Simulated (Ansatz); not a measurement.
Ga4Sb3As

Input

```
crystal:
  lattice:
    - [6.9924446886, 0.0, -0.001472455]
    - [0.0, 4.2464864806, 0.0]
    - [-0.0015682479, 0.0, 7.3467846877]
  atoms:
    - { symbol: As, position: [-0.0016610747, 0.0, 0.3318579726] }
    - { symbol: Sb, position: [0.002715064, 0.5, 0.8334057799] }
    - { symbol: Sb, position: [0.4983951799, 0.5, 0.1730542267] }
    - { symbol: Sb, position: [0.5030238267, 0.0, 0.6619918271] }
    - { symbol: Ga, position: [0.353651839, 0.0, 0.3338726051] }
    - { symbol: Ga, position: [0.3805935275, 0.5, 0.8347264955] }
    - { symbol: Ga, position: [0.8810474815, 0.5, 0.1798527295] }
    - { symbol: Ga, position: [0.882234156, 0.0, 0.6512383636] }
kpoints:
  mp_grid: { grid: [4, 6, 4] }
  band_path:
    path:
      - [0.0, 0.0, 0.0]
      - [0.0, 0.5, 0.0]
      - [0.0, 0.5, 0.5]
      - [0.0, 0.0, 0.5]
      - [-0.5, 0.0, 0.5]
      - [-0.5, 0.5, 0.5]
      - [-0.5, 0.5, 0.0]
      - [-0.5, 0.0, 0.0]
      - [0.0, 0.0, 0.1]
      - [-0.1, 0.0, 0.0]
    npoints: 1
hamiltonian:
  xc: pbe
scf:
  occupations: { method: fermi_dirac, width: 0.02 }
  n_extra_bands: 12
magnetization:
  noncollinear: true
  spin_orbit: true
output:
  forces: true
  stress: true
  eigenvalues: true
  write_density: true
  write_potential: true
  elf: true
  volumetric_format: npy
```

Run with:

```sh
ansatz run input.yaml --threads 4 --pin off --max-ram 6451MiB --backend cpu --events-out ev --progress --plain --runs-dir out
```

Below, planes, directions and counts refer to the conventional cell (a = 6.99 Å, b = 4.25 Å, c = 7.35 Å, α = 90.00°, β = 90.02°, γ = 90.00°).

Space group Pm; started from the ordered alloy on wurtzite lattice prototype, which need not be the ambient phase; computed pressure about 2 GPa in this cell.

Computed with DFT, PBE with spin-orbit coupling, plane waves, PAW in Ansatz 0.2.0.

> What will maps of the valence pseudo-density and electron localisation function show?

Ga–As (2.48 Å): the density is about 0.49 e/Å³ at the midpoint, with its minimum of 0.43 e/Å³ about 1.1 Å from Ga; the ELF peaks at about 0.80 between the atoms (a shared electron pair).
Ga–Sb (2.64 Å): ρ is about 0.44 e/Å³ halfway; the ELF peaks at about 0.75 between the atoms.

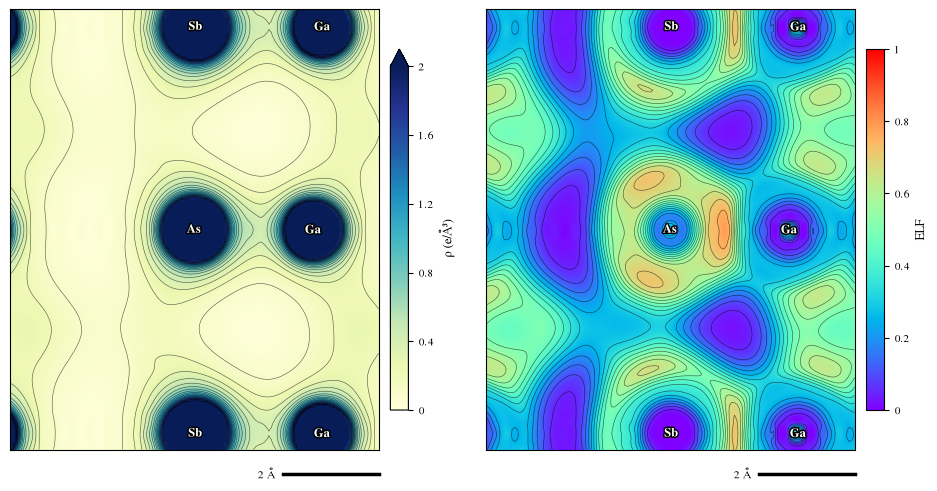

Computed valence pseudo-density and electron localisation function on the (011) plane of the conventional cell, in this order. 

In a PAW calculation such maps are meaningful between the atoms, not at the nuclei.
